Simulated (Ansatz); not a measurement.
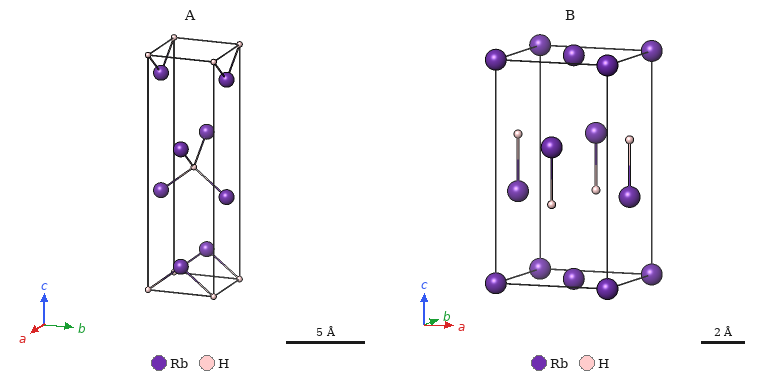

Two structures of Rb2H, each relaxed to rest (conventional cells in solid outline, small ones repeated, not to one scale). Method: Ansatz, DFT PBE, scalar-relativistic, plane waves, PAW, without spin polarisation.

Characterise the two forms.

Answer. A: 6 atoms a cell on a primitive tetragonal lattice, P4_2/nmc. B: 6 atoms a cell on a primitive tetragonal lattice, P4/nmm.

A or B: which is lower in energy?

Answer. A is lower, by 215 meV/atom at this level of theory (energies at zero smearing). Volumes: A 53.5, B 55.1 Å³/atom.

One or both may be structure types tried for this composition rather than known phases.
